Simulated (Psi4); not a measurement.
**GaHCl2O (SMILES [OH][Ga]([Cl])[Cl]) at M06-L/def2-SVP**

Aim: the energy change on altering one bond length of GaHCl2O at M06-L/def2-SVP, from 2 runs. 

Program for the calculation: Psi4 1.11.

18 further runs of the same task are left out: 16 that didn't finish, 2 set aside as unsound or not needed.

## Step 1: The system as given

The species is GaHCl2O (5 atoms), meant as a singlet with charge 0. SMILES: `[OH][Ga]([Cl])[Cl]`. The coordinates come from a PBE0-D4/def2-TZVP relaxation.

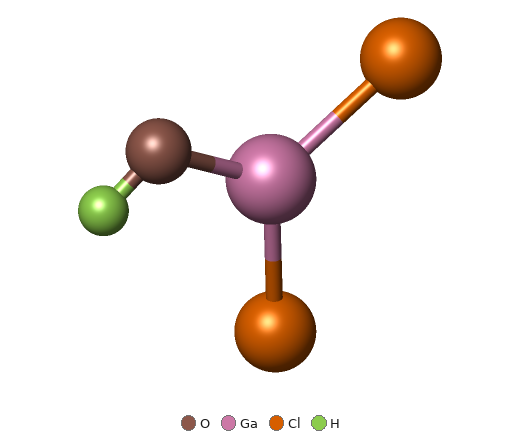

The structure, seen from a chosen angle (oxygen brown, gallium pink, chlorine orange, hydrogen green).

## Step 2: Energy and forces at M06-L/def2-SVP

Contents of job.in:

```
memory 2200 mb

molecule m {
  0 1
  O      0.48093530     2.55982301     0.46468365
  Ga     0.22393255    -0.74549696     0.10733644
  Cl     2.83458919    -3.08951324     1.99876332
  Cl    -2.66054541    -2.33626841    -2.18414545
  H     -0.78461429     3.47218278    -0.46487263
  units au
  symmetry c1
}

set basis def2-SVP
set reference rks
set puream true
set e_convergence 1e-09
set d_convergence 1e-08
set scf_type pk
set dft_radial_points 99
set dft_spherical_points 590

e_tot, wfn = gradient('m06-l', return_wfn=True)
oeprop(wfn, 'LOWDIN_CHARGES', 'MAYER_INDICES', 'MULLIKEN_CHARGES')
```

On the command line:

```
$ psi4 -i job.in -o job.out -n 1
```

job.out:

```text
[...]
  Running in c1 symmetry.
[...]
  Nuclear repulsion =  438.684256498237346
[...]
  Multiplicity = 1
[...]
  Nalpha       = 37
  Nbeta        = 37
[...]
    Number of basis functions: 87
[...]
   @RKS iter   1: -2918.52352495207560   -1.24140e+00   3.07243e-02 ADIIS/DIIS
[...]
   @RKS iter  14: -2920.57432240576145   -7.27596e-12   3.98248e-09 DIIS
[...]
  @RKS Final Energy: -2920.57432240576145
   => Energetics <=
    Nuclear Repulsion Energy =            438.6842564982373460
    One-Electron Energy =               -4933.6456779318896224
    Two-Electron Energy =                1715.0479052505656909
    DFT Exchange-Correlation Energy =    -140.6608062226745233
    Empirical Dispersion Energy =           0.0000000000000000
    VV10 Nonlocal Energy =                  0.0000000000000000
    Total Energy =                      -2920.5743224057614498
[...]
 Multipole Moments:
 ------------------------------------------------------------------------------------
     Multipole            Electronic (a.u.)      Nuclear  (a.u.)        Total (a.u.)
 ------------------------------------------------------------------------------------
 L = 1.  Multiply by 2.5417464519 to convert [e a0] to [Debye]
 Dipole X            :          0.1645670           -0.5305625           -0.3659955
 Dipole Y            :         -1.5144166            1.9761843            0.4617677
 Dipole Z            :          0.0530054           -0.3124848           -0.2594795
 Magnitude           :                                                    0.6438259
[...]
  -Total Gradient:
     Atom            X                  Y                   Z
    ------   -----------------  -----------------  -----------------
       1       -0.003012523698    -0.003431517397    -0.002470259437
       2        0.000314522698     0.000534642127     0.000262015714
       3       -0.003510608948     0.002934040937    -0.002554912489
       4        0.004006702779     0.002348184009     0.003193203484
       5        0.002352992038    -0.001859562499     0.001711522944
[...]
  Mulliken Charges: (a.u.)
   Center  Symbol    Alpha    Beta     Spin     Total
       1     O     4.23283  4.23283  0.00000 -0.46566
       2    GA    15.09444 15.09444  0.00000  0.81111
       3    CL     8.63408  8.63408  0.00000 -0.26817
       4    CL     8.64365  8.64365  0.00000 -0.28731
       5     H     0.39499  0.39499  0.00000  0.21002
   Total alpha = 37.00000, Total beta = 37.00000, Total charge = -0.00000
  Lowdin Charges: (a.u.)
   Center  Symbol    Alpha    Beta     Spin     Total
       1     O     4.09197  4.09197  0.00000 -0.18394
[...]
```

It took 24 s on 1 thread of Intel Xeon Platinum 8488C (Sapphire Rapids), shared host; peak memory 0.93 GiB.

## Step 3: The distorted shape: the energy at M06-L/def2-SVP

Contents of input.in:

```
memory 2.2 GB

molecule {
  O      1.11367041     2.10367147     0.92943345
  Ga     0.85666765    -1.20164850     0.57208624
  Cl     3.46732430    -3.54566478     2.46351312
  Cl    -2.02781030    -2.79241995    -1.71939566
  H     -0.78461429     3.47218278    -0.46487263
  units bohr
  symmetry c1
}

set basis def2-SVP
set reference rks
set puream true
set e_convergence 1e-09
set d_convergence 1e-08
set scf_type pk
set dft_radial_points 99
set dft_spherical_points 590

e, wfn = energy('m06-l', return_wfn=True)
oeprop(wfn, 'MULLIKEN_CHARGES', 'QUADRUPOLE', 'WIBERG_LOWDIN_INDICES', title='M06-L')
```

On the command line:

```
$ psi4 -i input.in -o input.out -n 1
```

input.out:

```text
[...]
  Running in c1 symmetry.
[...]
  Nuclear repulsion =  435.981341071432780
[...]
  Multiplicity = 1
[...]
  Nalpha       = 37
  Nbeta        = 37
[...]
    Number of basis functions: 87
[...]
   @RKS iter   1: -2918.38225474247702   -1.28122e+00   3.07975e-02 DIIS/ADIIS
[...]
   @RKS iter  15: -2920.48770573870024    4.54747e-13   1.73323e-09 DIIS
[...]
  @RKS Final Energy: -2920.48770573870024
   => Energetics <=
    Nuclear Repulsion Energy =            435.9813410714327802
    One-Electron Energy =               -4928.6429860288362761
    Two-Electron Energy =                1712.6819107336184516
    DFT Exchange-Correlation Energy =    -140.5079715149156812
    Empirical Dispersion Energy =           0.0000000000000000
    VV10 Nonlocal Energy =                  0.0000000000000000
    Total Energy =                      -2920.4877057387002424
[...]
 Multipole Moments:
 ------------------------------------------------------------------------------------
     Multipole            Electronic (a.u.)      Nuclear  (a.u.)        Total (a.u.)
 ------------------------------------------------------------------------------------
 L = 1.  Multiply by 2.5417464519 to convert [e a0] to [Debye]
 Dipole X            :          0.4112512           -0.8605454           -0.4492942
 Dipole Y            :         -1.6204469            2.2140756            0.5936288
 Dipole Z            :          0.2376183           -0.5548603           -0.3172420
 Magnitude           :                                                    0.8092607
 L = 2.  Multiply by 1.3450342976 to convert [e a0^2] to [Debye ang]
 Quadrupole XX       :       -295.4492003          260.2968513          -35.1523490
 Quadrupole XY       :         25.8910876          -28.9758304           -3.0847428
[...]
  Mulliken Charges: (a.u.)
   Center  Symbol    Alpha    Beta     Spin     Total
       1     O     4.27143  4.27143  0.00000 -0.54286
       2    GA    15.08888 15.08888  0.00000  0.82223
       3    CL     8.63447  8.63447  0.00000 -0.26895
       4    CL     8.64858  8.64858  0.00000 -0.29715
       5     H     0.35664  0.35664  0.00000  0.28673
   Total alpha = 37.00000, Total beta = 37.00000, Total charge = -0.00000
  Wiberg Bond Indices using Orthogonal Lowdin Orbitals:
[...]
```

Wall time 24 s (1 thread of Intel Xeon Platinum 8488C (Sapphire Rapids), shared host); peak memory 0.92 GiB.

## Step 4: Outcome

Level: M06-L/def2-SVP.

| quantity | value |
| --- | --- |
| first shape: total energy | -2920.57432 Eh |
| first shape: dipole moment | 1.64 D |
| first shape: HOMO energy | -8.05 eV |
| first shape: LUMO energy | -2.03 eV |
| first shape: HOMO–LUMO gap | 6.02 eV |
| first shape: largest force on an atom | 0.290 eV/Å |
| distorted shape: total energy | -2920.48771 Eh |
| distorted shape: dipole moment | 2.06 D |
| distorted shape: HOMO energy | -7.74 eV |
| distorted shape: LUMO energy | -3.11 eV |
| distorted shape: HOMO–LUMO gap | 4.64 eV |
| energy change with the O1–H5 bond stretched from 0.961 to 1.442 Å | 2.357 eV |

What this shows: With the O1–H5 bond stretched from 0.961 to 1.442 Å the energy rises by 2.36 eV (54 kcal/mol). The first shape isn't relaxed at this level, so the change isn't measured from a minimum. The largest force (first shape) is 0.29 eV/Å: the shape isn't a stationary point for this species at this level. Mulliken charges (first shape) run from -0.47 on O1 to +0.81 on Ga2.
